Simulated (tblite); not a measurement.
**Geometry relaxation of C4H14Si3 (part 2 of 2)**

C4H14Si3; GFN2-xTB geometry optimisation, gas phase (tblite 0.8.0). It belongs to a series of runs on one base structure; here: H on Si replaced by cBu.

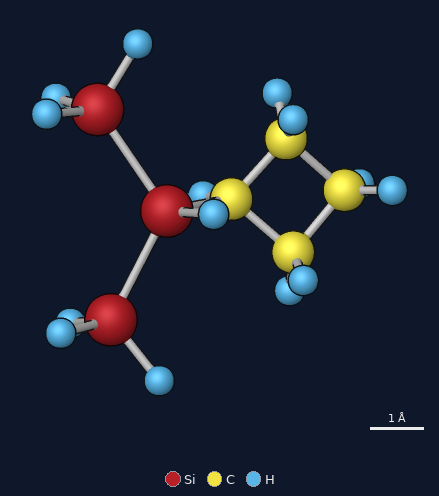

The geometry at step 58 of the log (ball-and-stick view, seen at a tilt).

Trajectory as extended XYZ, continued:
```
21
Properties=species:S:1:pos:R:3:forces:R:3 step=41 energy=-567.20579
Si    2.1158    2.0147    0.0922   -0.0080   0.0170  -0.0010
Si    0.9922    0.0993   -0.5903    0.0130  -0.0070  -0.0230
Si    2.1175   -1.9338   -0.5568   -0.0270  -0.0040  -0.0080
C    -0.5739   -0.0805    0.4884    0.0170   0.0090  -0.0060
C    -1.6402   -1.1042    0.0535    0.0120   0.0020   0.0040
C    -2.7278   -0.0487    0.2873    0.0110   0.0040   0.0030
C    -1.6408    1.0274    0.4007    0.0040   0.0000   0.0030
H     1.3274    3.2467   -0.0131    0.0030  -0.0070   0.0000
H     3.3264    2.2362   -0.7019    0.0070  -0.0080  -0.0090
H     2.5503    1.9381    1.4900   -0.0010  -0.0120   0.0070
H     0.4751    0.3276   -1.9642   -0.0200  -0.0090   0.0360
H     1.3296   -3.0692   -1.0470    0.0010   0.0060   0.0000
H     3.3272   -1.8917   -1.3801    0.0180   0.0120  -0.0120
H     2.5503   -2.3033    0.7934    0.0060   0.0040   0.0200
H    -0.2945   -0.2487    1.5317   -0.0030  -0.0100   0.0020
H    -1.5546   -1.3866   -0.9942    0.0200  -0.0120  -0.0250
H    -1.7100   -2.0097    0.6532   -0.0050  -0.0160   0.0090
H    -3.2649   -0.2017    1.2204   -0.0280  -0.0010   0.0340
H    -3.4493    0.0817   -0.5162   -0.0190   0.0050  -0.0220
H    -1.5528    1.6267   -0.5038    0.0040   0.0230  -0.0170
H    -1.7118    1.6966    1.2565   -0.0040   0.0050   0.0040
21
Properties=species:S:1:pos:R:3:forces:R:3 step=44 energy=-567.20619
Si    2.1165    2.0143    0.0926    0.0120  -0.0100  -0.0020
Si    0.9928    0.0990   -0.5923    0.0060   0.0030   0.0210
Si    2.1174   -1.9330   -0.5562    0.0240   0.0000   0.0040
C    -0.5732   -0.0798    0.4870   -0.0010  -0.0030   0.0040
C    -1.6398   -1.1040    0.0525    0.0060   0.0010  -0.0030
C    -2.7279   -0.0488    0.2882   -0.0010  -0.0020  -0.0010
C    -1.6410    1.0278    0.3995    0.0090   0.0010  -0.0030
H     1.3272    3.2445   -0.0126   -0.0010   0.0090  -0.0010
H     3.3281    2.2324   -0.7024   -0.0050  -0.0040   0.0000
H     2.5513    1.9350    1.4909   -0.0050  -0.0090  -0.0050
H     0.4696    0.3266   -1.9613   -0.0220  -0.0030  -0.0020
H     1.3291   -3.0671   -1.0460   -0.0020  -0.0080  -0.0040
H     3.3293   -1.8877   -1.3796   -0.0120   0.0050   0.0060
H     2.5520   -2.3012    0.7956   -0.0050   0.0100  -0.0090
H    -0.2945   -0.2497    1.5303   -0.0020   0.0000  -0.0020
H    -1.5536   -1.3856   -0.9962    0.0090  -0.0070  -0.0020
H    -1.7100   -2.0103    0.6520    0.0020  -0.0020  -0.0030
H    -3.2647   -0.2013    1.2225   -0.0070  -0.0010   0.0140
H    -3.4516    0.0814   -0.5140   -0.0060   0.0020  -0.0150
H    -1.5542    1.6272   -0.5057    0.0030   0.0090  -0.0030
H    -1.7118    1.6973    1.2549   -0.0010   0.0070   0.0050
21
Properties=species:S:1:pos:R:3:forces:R:3 step=48 energy=-567.20639
Si    2.1186    2.0127    0.0925   -0.0070   0.0030  -0.0020
Si    0.9932    0.0992   -0.5921   -0.0110  -0.0030  -0.0050
Si    2.1200   -1.9323   -0.5554   -0.0130   0.0030  -0.0030
C    -0.5736   -0.0795    0.4854   -0.0030   0.0020   0.0080
C    -1.6399   -1.1036    0.0509   -0.0020  -0.0010   0.0010
C    -2.7286   -0.0489    0.2890    0.0020   0.0020  -0.0050
C    -1.6414    1.0283    0.3979   -0.0040   0.0020   0.0040
H     1.3299    3.2443   -0.0107    0.0080  -0.0010  -0.0020
H     3.3296    2.2290   -0.7032    0.0010  -0.0010   0.0000
H     2.5510    1.9310    1.4913    0.0000  -0.0080  -0.0030
H     0.4609    0.3252   -1.9590   -0.0030  -0.0030   0.0070
H     1.3315   -3.0674   -1.0445    0.0080   0.0020  -0.0010
H     3.3304   -1.8838   -1.3788    0.0040   0.0010  -0.0020
H     2.5525   -2.2981    0.7969    0.0020   0.0050   0.0020
H    -0.2953   -0.2499    1.5284   -0.0030   0.0030   0.0110
H    -1.5530   -1.3852   -0.9979    0.0000   0.0010   0.0010
H    -1.7092   -2.0104    0.6497    0.0020  -0.0020  -0.0010
H    -3.2636   -0.2013    1.2255    0.0070   0.0000  -0.0120
H    -3.4544    0.0811   -0.5121    0.0040   0.0000   0.0000
H    -1.5559    1.6281   -0.5076    0.0050  -0.0040   0.0030
H    -1.7116    1.6986    1.2532    0.0010   0.0000   0.0000
21
Properties=species:S:1:pos:R:3:forces:R:3 step=51 energy=-567.20655
Si    2.1179    2.0119    0.0911    0.0000   0.0100   0.0020
Si    0.9908    0.0988   -0.5903   -0.0020  -0.0030  -0.0130
Si    2.1193   -1.9314   -0.5561   -0.0070  -0.0020  -0.0020
C    -0.5743   -0.0796    0.4885    0.0030   0.0060   0.0020
C    -1.6395   -1.1035    0.0510    0.0050  -0.0030   0.0030
C    -2.7284   -0.0483    0.2865    0.0050  -0.0030   0.0050
C    -1.6411    1.0287    0.3988   -0.0020   0.0010   0.0000
H     1.3320    3.2457   -0.0115    0.0080  -0.0060   0.0000
H     3.3296    2.2280   -0.7039   -0.0030  -0.0040   0.0010
H     2.5501    1.9271    1.4900    0.0000  -0.0040  -0.0060
H     0.4536    0.3232   -1.9552    0.0000  -0.0010   0.0010
H     1.3334   -3.0683   -1.0457    0.0080   0.0040   0.0010
H     3.3303   -1.8822   -1.3790    0.0020   0.0030  -0.0020
H     2.5525   -2.2953    0.7966    0.0010   0.0020   0.0010
H    -0.2965   -0.2492    1.5319   -0.0080  -0.0030   0.0050
H    -1.5502   -1.3866   -0.9972    0.0020   0.0110  -0.0040
H    -1.7079   -2.0108    0.6489   -0.0120   0.0000   0.0090
H    -3.2629   -0.2014    1.2229   -0.0080   0.0010  -0.0110
H    -3.4535    0.0815   -0.5157    0.0130   0.0010   0.0100
H    -1.5531    1.6290   -0.5061    0.0050  -0.0040  -0.0020
H    -1.7112    1.6996    1.2539   -0.0100  -0.0080  -0.0010
21
Properties=species:S:1:pos:R:3:forces:R:3 step=55 energy=-567.20673
Si    2.1168    2.0122    0.0896    0.0010  -0.0150  -0.0050
Si    0.9888    0.0983   -0.5897    0.0060   0.0060   0.0090
Si    2.1179   -1.9308   -0.5572    0.0120   0.0050   0.0020
C    -0.5734   -0.0794    0.4933    0.0010  -0.0090  -0.0010
C    -1.6371   -1.1039    0.0528   -0.0050   0.0040   0.0020
C    -2.7262   -0.0482    0.2839   -0.0030   0.0020  -0.0010
C    -1.6399    1.0289    0.4005    0.0050  -0.0040   0.0010
H     1.3326    3.2456   -0.0138   -0.0020   0.0110   0.0010
H     3.3284    2.2270   -0.7050    0.0050  -0.0030  -0.0040
H     2.5489    1.9242    1.4878    0.0010   0.0000   0.0030
H     0.4462    0.3212   -1.9519   -0.0030   0.0020  -0.0100
H     1.3340   -3.0675   -1.0480   -0.0010  -0.0080  -0.0010
H     3.3293   -1.8805   -1.3800   -0.0020   0.0040   0.0010
H     2.5523   -2.2935    0.7956   -0.0010   0.0000  -0.0020
H    -0.2990   -0.2492    1.5375    0.0050  -0.0010  -0.0030
H    -1.5449   -1.3865   -0.9955    0.0040   0.0050   0.0080
H    -1.7095   -2.0108    0.6514   -0.0040   0.0050   0.0000
H    -3.2659   -0.2012    1.2168   -0.0070   0.0000   0.0060
H    -3.4475    0.0826   -0.5207    0.0000  -0.0010  -0.0110
H    -1.5473    1.6298   -0.5035   -0.0040  -0.0030   0.0000
H    -1.7136    1.6985    1.2559   -0.0080  -0.0010   0.0040
21
Properties=species:S:1:pos:R:3:forces:R:3 step=58 energy=-567.20680
Si    2.1158    2.0130    0.0883    0.0020   0.0050   0.0010
Si    0.9889    0.0983   -0.5882   -0.0050  -0.0030  -0.0050
Si    2.1174   -1.9316   -0.5585   -0.0020  -0.0010  -0.0020
C    -0.5725   -0.0801    0.4960   -0.0020   0.0020   0.0020
C    -1.6361   -1.1038    0.0546   -0.0030  -0.0010   0.0030
C    -2.7255   -0.0478    0.2817   -0.0030   0.0020  -0.0020
C    -1.6386    1.0284    0.4022   -0.0040   0.0020   0.0050
H     1.3325    3.2479   -0.0150    0.0030  -0.0030   0.0010
H     3.3275    2.2287   -0.7064    0.0020  -0.0060  -0.0020
H     2.5474    1.9255    1.4869    0.0020   0.0010  -0.0010
H     0.4427    0.3203   -1.9502    0.0040   0.0010   0.0010
H     1.3340   -3.0691   -1.0498    0.0030   0.0020   0.0020
H     3.3280   -1.8815   -1.3817    0.0050   0.0060  -0.0020
H     2.5511   -2.2951    0.7941    0.0020  -0.0010   0.0020
H    -0.2989   -0.2495    1.5403    0.0100  -0.0020   0.0000
H    -1.5404   -1.3874   -0.9929   -0.0020  -0.0030   0.0010
H    -1.7107   -2.0094    0.6544   -0.0030  -0.0030   0.0010
H    -3.2698   -0.2006    1.2122    0.0000   0.0030  -0.0030
H    -3.4428    0.0835   -0.5265    0.0000  -0.0010  -0.0070
H    -1.5436    1.6307   -0.5007   -0.0050  -0.0020   0.0020
H    -1.7153    1.6965    1.2586   -0.0020   0.0020   0.0030
21
Properties=species:S:1:pos:R:3:forces:R:3 step=61 energy=-567.20688
Si    2.1163    2.0122    0.0873    0.0030   0.0040   0.0020
Si    0.9872    0.0982   -0.5888   -0.0040  -0.0010  -0.0030
Si    2.1182   -1.9307   -0.5590   -0.0010  -0.0010   0.0000
C    -0.5730   -0.0805    0.4977   -0.0020   0.0090   0.0000
C    -1.6370   -1.1036    0.0557    0.0060  -0.0030  -0.0010
C    -2.7263   -0.0472    0.2809   -0.0010  -0.0070   0.0010
C    -1.6392    1.0284    0.4035   -0.0080   0.0000  -0.0020
H     1.3353    3.2490   -0.0144    0.0060  -0.0080   0.0000
H     3.3288    2.2253   -0.7075   -0.0040  -0.0050   0.0010
H     2.5480    1.9229    1.4860    0.0010   0.0010  -0.0050
H     0.4395    0.3200   -1.9503    0.0050   0.0000   0.0030
H     1.3371   -3.0703   -1.0494    0.0040   0.0050   0.0010
H     3.3292   -1.8777   -1.3820    0.0000   0.0040   0.0010
H     2.5518   -2.2930    0.7942    0.0020   0.0010  -0.0020
H    -0.2972   -0.2501    1.5415    0.0020   0.0000  -0.0020
H    -1.5396   -1.3863   -0.9917   -0.0050  -0.0070  -0.0020
H    -1.7128   -2.0096    0.6547   -0.0030  -0.0030   0.0030
H    -3.2714   -0.1998    1.2110   -0.0090   0.0020  -0.0060
H    -3.4416    0.0834   -0.5294    0.0010   0.0030   0.0050
H    -1.5444    1.6296   -0.5001    0.0030   0.0060   0.0060
H    -1.7180    1.6967    1.2596    0.0040  -0.0010  -0.0010
21
Properties=species:S:1:pos:R:3:forces:R:3 step=65 energy=-567.20697
Si    2.1165    2.0119    0.0860   -0.0030  -0.0130  -0.0020
Si    0.9854    0.0981   -0.5882    0.0050   0.0020   0.0060
Si    2.1184   -1.9299   -0.5599    0.0000   0.0080   0.0020
C    -0.5731   -0.0799    0.5012   -0.0010  -0.0130  -0.0080
C    -1.6360   -1.1043    0.0584   -0.0110   0.0010  -0.0010
C    -2.7263   -0.0474    0.2781    0.0010   0.0080  -0.0010
C    -1.6399    1.0281    0.4063    0.0100   0.0000   0.0010
H     1.3362    3.2482   -0.0158   -0.0010   0.0060  -0.0020
H     3.3284    2.2221   -0.7097    0.0030  -0.0020  -0.0030
H     2.5483    1.9233    1.4841    0.0050   0.0000   0.0050
H     0.4367    0.3196   -1.9488    0.0000   0.0010  -0.0020
H     1.3382   -3.0694   -1.0506    0.0010  -0.0030  -0.0030
H     3.3290   -1.8739   -1.3834   -0.0010   0.0020   0.0020
H     2.5524   -2.2934    0.7926    0.0040   0.0010   0.0000
H    -0.2943   -0.2507    1.5441   -0.0080   0.0060  -0.0030
H    -1.5366   -1.3892   -0.9884   -0.0020  -0.0070   0.0030
H    -1.7157   -2.0096    0.6584    0.0070   0.0060   0.0040
H    -3.2783   -0.1982    1.2042   -0.0040  -0.0060  -0.0020
H    -3.4362    0.0847   -0.5366   -0.0030  -0.0020  -0.0010
H    -1.5413    1.6315   -0.4953   -0.0030   0.0070   0.0000
H    -1.7206    1.6953    1.2630   -0.0010  -0.0050   0.0050
21
Properties=species:S:1:pos:R:3:forces:R:3 step=68 energy=-567.20711
Si    2.1166    2.0102    0.0838    0.0050   0.0150   0.0070
Si    0.9833    0.0981   -0.5863   -0.0050  -0.0080  -0.0120
Si    2.1186   -1.9280   -0.5614   -0.0030  -0.0070   0.0010
C    -0.5739   -0.0809    0.5042    0.0000  -0.0020  -0.0040
C    -1.6369   -1.1052    0.0618   -0.0050   0.0000   0.0020
C    -2.7272   -0.0467    0.2738    0.0000   0.0090  -0.0020
C    -1.6403    1.0277    0.4100    0.0050   0.0040   0.0020
H     1.3403    3.2495   -0.0175    0.0010  -0.0030  -0.0050
H     3.3281    2.2173   -0.7135    0.0010  -0.0030  -0.0020
H     2.5497    1.9243    1.4818    0.0060  -0.0030   0.0040
H     0.4332    0.3194   -1.9465    0.0010   0.0010  -0.0010
H     1.3426   -3.0707   -1.0525    0.0010   0.0050  -0.0030
H     3.3286   -1.8681   -1.3851    0.0030   0.0030  -0.0010
H     2.5539   -2.2936    0.7899    0.0060   0.0030   0.0050
H    -0.2916   -0.2504    1.5462   -0.0180   0.0000   0.0020
H    -1.5334   -1.3959   -0.9830   -0.0060  -0.0020  -0.0010
H    -1.7185   -2.0080    0.6651    0.0020   0.0050   0.0120
H    -3.2899   -0.1966    1.1940    0.0130  -0.0050   0.0010
H    -3.4303    0.0864   -0.5466    0.0020   0.0000  -0.0090
H    -1.5379    1.6363   -0.4877   -0.0060   0.0010  -0.0040
H    -1.7237    1.6917    1.2691   -0.0010  -0.0120   0.0090
21
Properties=species:S:1:pos:R:3:forces:R:3 step=72 energy=-567.20748
Si    2.1200    2.0054    0.0808    0.0020  -0.0080  -0.0020
Si    0.9757    0.0970   -0.5865    0.0100   0.0130   0.0090
Si    2.1212   -1.9222   -0.5628    0.0130  -0.0050   0.0010
C    -0.5774   -0.0827    0.5090   -0.0040   0.0210   0.0040
C    -1.6412   -1.1071    0.0690    0.0170  -0.0010  -0.0030
C    -2.7300   -0.0437    0.2647   -0.0050  -0.0240  -0.0090
C    -1.6420    1.0278    0.4172   -0.0270  -0.0050  -0.0050
H     1.3530    3.2499   -0.0223   -0.0010   0.0030  -0.0040
H     3.3301    2.1978   -0.7226   -0.0010   0.0020   0.0020
H     2.5580    1.9194    1.4774    0.0030  -0.0010   0.0000
H     0.4226    0.3196   -1.9447   -0.0030   0.0000  -0.0060
H     1.3563   -3.0702   -1.0568   -0.0050  -0.0050  -0.0070
H     3.3304   -1.8466   -1.3867    0.0020  -0.0020  -0.0010
H     2.5623   -2.2873    0.7869    0.0010   0.0030   0.0020
H    -0.2932   -0.2499    1.5508   -0.0060  -0.0110  -0.0010
H    -1.5324   -1.4096   -0.9720   -0.0060  -0.0040   0.0030
H    -1.7260   -2.0029    0.6823   -0.0130   0.0070   0.0050
H    -3.3105   -0.1952    1.1734    0.0150   0.0130   0.0090
H    -3.4178    0.0902   -0.5684    0.0030   0.0080  -0.0080
H    -1.5355    1.6467   -0.4733   -0.0010  -0.0010   0.0100
H    -1.7325    1.6806    1.2841    0.0080  -0.0040   0.0010
21
Properties=species:S:1:pos:R:3:forces:R:3 step=75 energy=-567.20767
Si    2.1216    2.0037    0.0789   -0.0020  -0.0040  -0.0030
Si    0.9727    0.0972   -0.5852    0.0030   0.0030   0.0060
Si    2.1230   -1.9207   -0.5642    0.0000   0.0050  -0.0020
C    -0.5792   -0.0821    0.5129    0.0000  -0.0060  -0.0020
C    -1.6417   -1.1082    0.0737   -0.0050  -0.0020  -0.0030
C    -2.7316   -0.0437    0.2576    0.0040   0.0030   0.0000
C    -1.6448    1.0272    0.4219    0.0030   0.0010   0.0020
H     1.3585    3.2507   -0.0262    0.0010   0.0000  -0.0020
H     3.3303    2.1896   -0.7281    0.0020   0.0040   0.0030
H     2.5620    1.9194    1.4750    0.0010   0.0000  -0.0030
H     0.4170    0.3197   -1.9432    0.0010  -0.0010   0.0050
H     1.3620   -3.0705   -1.0609   -0.0010   0.0000  -0.0030
H     3.3308   -1.8370   -1.3891    0.0050  -0.0050  -0.0010
H     2.5662   -2.2860    0.7848    0.0010   0.0020   0.0010
H    -0.2943   -0.2509    1.5543    0.0010  -0.0030  -0.0010
H    -1.5303   -1.4196   -0.9643    0.0040  -0.0070  -0.0010
H    -1.7316   -1.9984    0.6944   -0.0080   0.0030   0.0000
H    -3.3221   -0.1928    1.1602    0.0050   0.0060  -0.0020
H    -3.4082    0.0934   -0.5844    0.0010  -0.0050   0.0050
H    -1.5325    1.6534   -0.4625   -0.0090   0.0030   0.0030
H    -1.7367    1.6725    1.2941   -0.0080   0.0030   0.0000
```

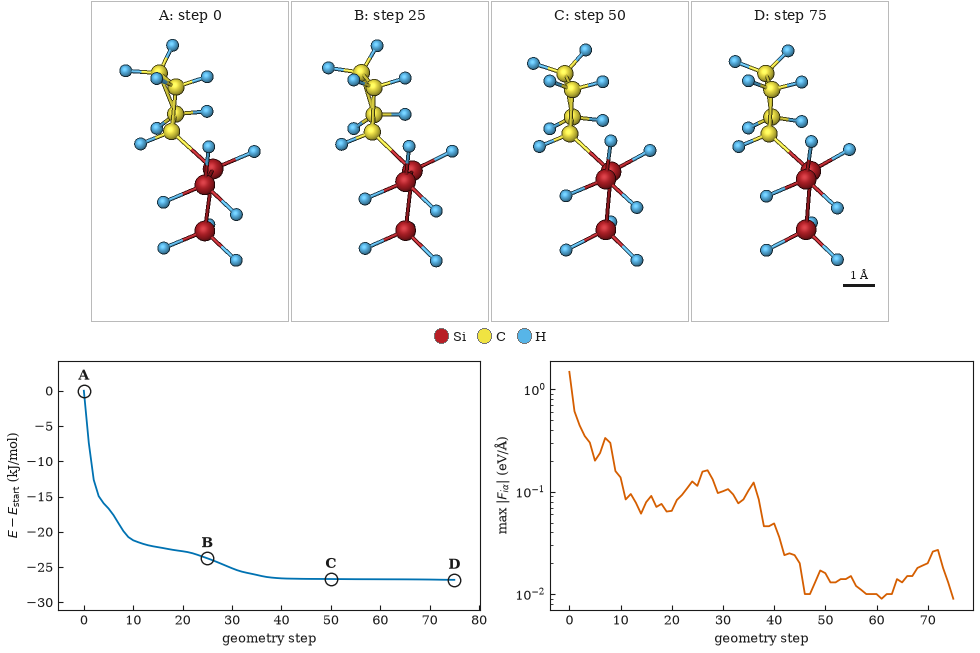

Frames of the relaxation (ball-and-stick view, seen at an oblique angle) above the curves, on which the letters mark them (steps are counted from 0).

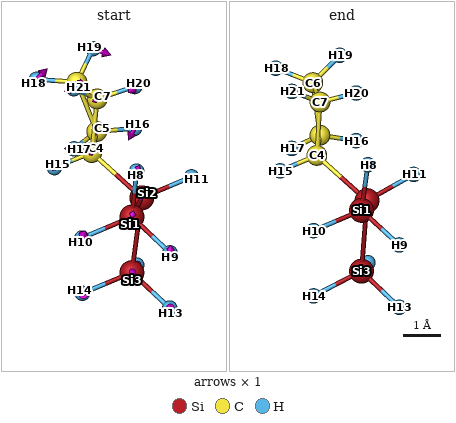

Before (left) and after (right) the relaxation, at one scale (ball-and-stick view, seen at an oblique angle). The pink arrows give the displacements, at true length. The atom that moves furthest after the best rigid fit is H19 (0.54 Å). By element the largest moves are H 0.54 Å, C 0.21 Å, Si 0.21 Å. Distances before and after: Si1–Si2 2.301 → 2.323 Å, Si1–H10 1.488 → 1.466 Å, Si1–H9 1.482 → 1.465 Å, C6–C7 1.551 → 1.535 Å. Among the angles that change: Si1–Si2–Si3 104.1° → 117.7°, C4–Si2–H11 110.2° → 103.6°, Si2–Si3–H12 109.4° → 114.9°. After 75 geometry steps the energy has fallen by 26.8 kJ/mol. The largest force component goes from 1.5 to 0.009 eV/Å. (Atoms are counted from 1 in the order of the input.)

The run was set up as follows.

Input:
```
{"job": {"kind": "relax", "xc": "GFN2-xTB", "basis": "xTB"}, "charge": 0, "multiplicity": 1}
Si     2.230300     1.823700     0.112000
Si     0.905700     0.113900    -0.672500
Si     2.235200    -1.766200    -0.472900
C     -0.647500    -0.064200     0.420700
C     -1.721200    -1.070000    -0.068000
C     -2.781900    -0.080500     0.460500
C     -1.722000     1.034500     0.265400
H      1.475600     3.112500     0.062300
H      3.455500     1.956500    -0.711100
H      2.610100     1.572500     1.528100
H      0.514500     0.340400    -2.085400
H      1.473000    -2.964000    -0.936300
H      3.449700    -1.620700    -1.290000
H      2.622800    -1.973700     0.938900
H     -0.377200    -0.235000     1.480900
H     -1.777200    -1.203000    -1.150400
H     -1.716600    -2.049100     0.405400
H     -3.051800    -0.257600     1.510400
H     -3.687600     0.020100    -0.127700
H     -1.772600     1.509100    -0.711400
H     -1.725600     1.817600     1.040600
```

The first line tells a small driver script what to run in tblite; the rest is the geometry in Å.

Run as:
```bash
OMP_NUM_THREADS=1 python <driver script> task.json out
```

Results in brief:

```tsv
quantity	value
outcome	converged
total energy	−567.2077 eV
hardware	1 CPU thread, shared host
wall time	1.3 s
peak memory	0.18 GiB
```
